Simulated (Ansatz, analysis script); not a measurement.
# Cr: moments against volume, part 2 of 2

Aim: follow the moments and energy of Cr as the cell is scaled, from three starts.

Ansatz 0.2.0; PBEsol, PAW set soft_1 (files made for PBE).

So far. Step 4 (Factor 0.7, typed moments): It ends non-magnetic, with 0 μB on the largest site. Step 5 (Factor 0.7, starting moments cut to 30 %): It ends non-magnetic, with 0 μB on the largest site.

**6. Factor 0.86, typed moments**

Level of this step: Ansatz DFT, collinear, cell scaled evenly; PBEsol, PAW set soft_1; PAW set soft_1 (Ansatz).

A self-consistent run from these starting moments shows which magnetic state they lead to.

Contents of input.yaml:

```yaml
crystal:
  lattice:
    - [2.82332989, 0.0, 0.0]
    - [0.0, 2.82332989, 0.0]
    - [0.0, 0.0, 2.82332989]
  atoms:
    - { symbol: Cr, position: [0.0, 0.0, 0.0], spin: 2.5 }
    - { symbol: Cr, position: [0.5, 0.5, 0.5], spin: -2.5 }
magnetization:
  spin_polarized: true
kpoints:
  mp_grid: { grid: [15, 15, 15] }
hamiltonian:
  xc: pbesol
  pseudopotentials: { kind: paw, azcp: { folder: soft_1 }, xc_functional: pbe }
scf:
  occupations: { method: fermi_dirac, width: 0.1 }
  max_iter: 120
  convergence: { dr2_threshold: 1.0e-08 }
  lower_state_search: "off"
basis:
  ecutwfc: 420.0
output:
  stress: true
```

Run with:

```sh
ansatz run input.yaml --threads 1 --pin off --max-ram 2560MiB --backend cpu --events-out ev --progress --plain --runs-dir out
```

Numbers of over 12 decimals in the logs are rounded to 6 here.

Log:

```text
[...]
Crystal: 2 atoms, lattice volume = 22.505 Å³
Basis set: ecut = 420 eV, 461 PW (Γ)
Bands: 21, of which v1, the nominal top of the filled ones, is band 14 counted from 1 (13 counted from 0)
Symmetry: 48 space group operations
[...]
k-points: 120 of 3375
[...]
Internal energy: -6698.369611 eV  (E = F + TS)
E sigma→0 (E₀):  -6698.393732 eV
Entropy (-TS):   -0.048242 eV (-24.121 meV/atom)
Fermi energy:    19.896588 eV
[...]
--- Stress (GPa, compression-positive) ---
       -2.471605       0.000000       0.000000
        0.000000      -2.471605       0.000000
        0.000000       0.000000      -2.471605
  P = ⅓ Tr σ = -2.4716 GPa (-24.716 kbar)
[key lines of the parts left out:]
SCF converged after 30 iterations
Magnetization: 0.0000 μB (14.0000 up, 14.0000 down)
Free energy (F): -6698.417853 eV
```

Run time: 28 s. Hardware: 1 thread of Intel Xeon at 2.50GHz (Skylake/Cascade Lake), shared host; peak memory 0.35 GiB.

It ends non-magnetic, with 0.00414 μB on the largest site.

**7. Factor 1, typed moments**

Changes to input.yaml since step 6:

```diff
@@ -2,5 +2,5 @@
   lattice:
-    - [2.82332989, 0.0, 0.0]
-    - [0.0, 2.82332989, 0.0]
-    - [0.0, 0.0, 2.82332989]
+    - [2.96889936, 0.0, 0.0]
+    - [0.0, 2.96889936, 0.0]
+    - [0.0, 0.0, 2.96889936]
   atoms:
```

Log:

```text
[...]
Crystal: 2 atoms, lattice volume = 26.169 Å³
Basis set: ecut = 420 eV, 485 PW (Γ)
Bands: 21, of which v1, the nominal top of the filled ones, is band 14 counted from 1 (13 counted from 0)
Symmetry: 48 space group operations
[...]
k-points: 120 of 3375
[...]
Internal energy: -6698.062787 eV  (E = F + TS)
E sigma→0 (E₀):  -6698.073634 eV
Entropy (-TS):   -0.021694 eV (-10.847 meV/atom)
Fermi energy:    16.661477 eV
[...]
--- Stress (GPa, compression-positive) ---
      -22.470003       0.000000       0.000000
        0.000000     -22.470003       0.000000
        0.000000       0.000000     -22.470003
  P = ⅓ Tr σ = -22.4700 GPa (-224.700 kbar)
[key lines of the parts left out:]
SCF converged after 25 iterations
Magnetization: 0.0000 μB (14.0000 up, 14.0000 down)
Free energy (F): -6698.084481 eV
```

The job ended after 22 s (1 thread; peak memory 0.36 GiB).

It ends antiferromagnetic, with 1.57 μB on the largest site.

**8. Factor 1.15, typed moments**

Changes to input.yaml since step 7:

```diff
@@ -2,5 +2,5 @@
   lattice:
-    - [2.96889936, 0.0, 0.0]
-    - [0.0, 2.96889936, 0.0]
-    - [0.0, 0.0, 2.96889936]
+    - [3.11048484, 0.0, 0.0]
+    - [0.0, 3.11048484, 0.0]
+    - [0.0, 0.0, 3.11048484]
   atoms:
```

Log:

```text
[...]
Crystal: 2 atoms, lattice volume = 30.094 Å³
Basis set: ecut = 420 eV, 619 PW (Γ)
Bands: 21, of which v1, the nominal top of the filled ones, is band 14 counted from 1 (13 counted from 0)
Symmetry: 48 space group operations
[...]
k-points: 120 of 3375
[...]
Internal energy: -6697.447313 eV  (E = F + TS)
E sigma→0 (E₀):  -6697.456193 eV
Entropy (-TS):   -0.017761 eV (-8.881 meV/atom)
Fermi energy:    14.244780 eV
[...]
--- Stress (GPa, compression-positive) ---
      -26.518502       0.000000       0.000000
        0.000000     -26.518502       0.000000
        0.000000       0.000000     -26.518502
  P = ⅓ Tr σ = -26.5185 GPa (-265.185 kbar)
[key lines of the parts left out:]
SCF converged after 13 iterations
Magnetization: 0.0000 μB (14.0000 up, 14.0000 down)
Free energy (F): -6697.465074 eV
```

Elapsed: 18 s, on 1 thread; peak memory 0.37 GiB.

It ends antiferromagnetic, with 2.39 μB on the largest site.

**9. Factor 1.25, no spin**

input.yaml, the sections that differ from step 8:

```yaml
crystal:
  lattice:
    - [3.19814988, 0.0, 0.0]
    - [0.0, 3.19814988, 0.0]
    - [0.0, 0.0, 3.19814988]
  atoms:
    - { symbol: Cr, position: [0.0, 0.0, 0.0] }
    - { symbol: Cr, position: [0.5, 0.5, 0.5] }
scf:
  occupations: { method: fermi_dirac, width: 0.1 }
  max_iter: 120
  convergence: { dr2_threshold: 1.0e-08 }
# kpoints, hamiltonian, basis, output: as in step 8
# magnetization: removed
```

Log:

```text
[...]
Crystal: 2 atoms, lattice volume = 32.711 Å³
Basis set: ecut = 420 eV, 619 PW (Γ)
Bands: 18, of which v1, the nominal top of the filled ones, is band 14 counted from 1 (13 counted from 0)
Symmetry: 96 space group operations
[...]
k-points: 120 of 3375
[...]
SCF converged after 7 iterations
Free energy (F): -6696.271092 eV
[...]
Internal energy: -6696.192704 eV  (E = F + TS)
E sigma→0 (E₀):  -6696.231898 eV
Entropy (-TS):   -0.078387 eV (-39.194 meV/atom)
Fermi energy:    12.555197 eV
[...]
--- Stress (GPa, compression-positive) ---
      -46.805279      -0.000000       0.000000
       -0.000000     -46.805279      -0.000000
        0.000000       0.000000     -46.805279
  P = ⅓ Tr σ = -46.8053 GPa (-468.053 kbar)
```

Elapsed: 12 s, on 1 thread; peak memory 0.36 GiB.

This is the reference without moments at this size.

The other 18 runs of this kind were made alike; their results stand in the table below.

**10. All sizes**

```
factor  E typed (meV/atom)  E small  E no spin  largest moment, typed (μB)  small       state, typed       state, small
   0.7               436.2    436.2      436.2                        0.00   0.00       non-magnetic       non-magnetic
  0.78                81.2     81.2       81.2                        0.00   0.00       non-magnetic       non-magnetic
  0.86                 0.0      0.0        0.0                        0.00   0.00       non-magnetic       non-magnetic
  0.93                55.4     55.4       69.0                        1.05   1.05  antiferromagnetic  antiferromagnetic
     1               166.7    166.7      221.0                        1.57   1.57  antiferromagnetic  antiferromagnetic
  1.07               305.3    305.3      426.2                        1.99   1.99  antiferromagnetic  antiferromagnetic
  1.15               476.4    476.4      700.2                        2.39   2.39  antiferromagnetic  antiferromagnetic
  1.25               693.1    693.1     1073.4                        2.77   2.77  antiferromagnetic  antiferromagnetic
```

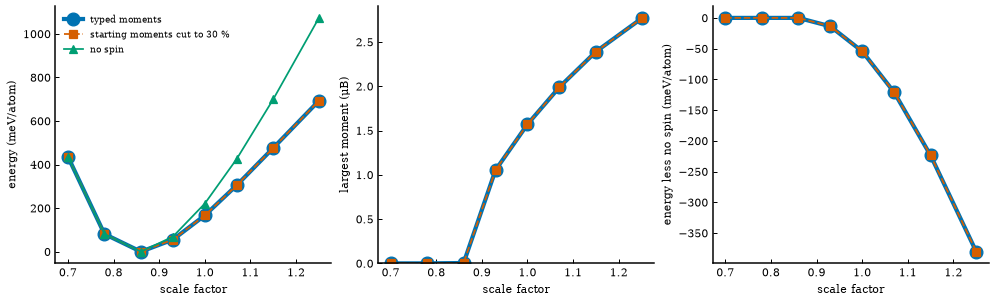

Energy, largest moment and gain by magnetism against the scale factor.

**11. Outcome**

```
lowest run                  : factor 0.86, typed moments
largest moment, typed start : 0 μB at 0.7 to 2.77 μB at 1.25
gain by magnetism           : 0.0 to 380.3 meV/atom
```

From a factor of 0.7 to 1.25 the largest moment goes from 0 to 2.77 μB. The moment is lost at factors of 0.86 or less among those run. Site moments are taken in spheres that grow with the cell. It rises fastest, by 1.0 μB between 0.86 and 0.93; the grid is too coarse to tell a step from a steep rise. Both magnetic starts, which share one pattern of signs, end on one state at every size; other orders were not tried. The cell's shape and the atoms were not relaxed. The 24 scaled-cell runs took 6.8 min of wall time, added up.

[Logs and program files are shortened in this print: banners, set-up blocks, solver, clock and traceback lines can be left out without a mark of their own.]

[Logs are printed without paths, hosts, clocks, repeated set-up lines and the standing remarks that a program may print on its own settings, such as how far it seeks lower states.]

[Hosts, paths, dates, database ids (printed as entryN), source tags and the programs' standing remarks are cut or masked in the printed files.]

[Where the input sets lower_state_search to off, the program did not look for lower states, so one may exist.]
